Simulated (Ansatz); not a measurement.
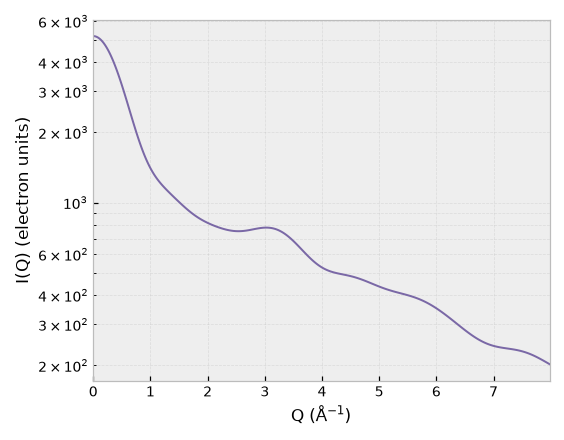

Elastic X-ray scattering of a randomly oriented, rigid molecule, calculated with the Debye equation from neutral-atom form factors (independent atoms, no Compton part, no vibration). The geometry is the end point of an optimisation (RKS PBE/def2-SVP (Ansatz)); it may be a saddle point or a higher isomer. It contains C, Si, Al, Ga, H.

**How many electrons does the independent-atom model of the molecule hold?**

I(0) is the square of the electron number: I(0) = 5180, so about 72 electrons, the count of CH8AlGaSi.

**What radius of gyration does the initial fall-off give?**

From I(Q) ≈ I(0) exp(−Q²R²/3) at small Q, R ≈ 2.50 Å. It is larger than the electron-weighted radius of the nuclear positions alone (2.40 Å), because each atom's electron cloud adds to it.
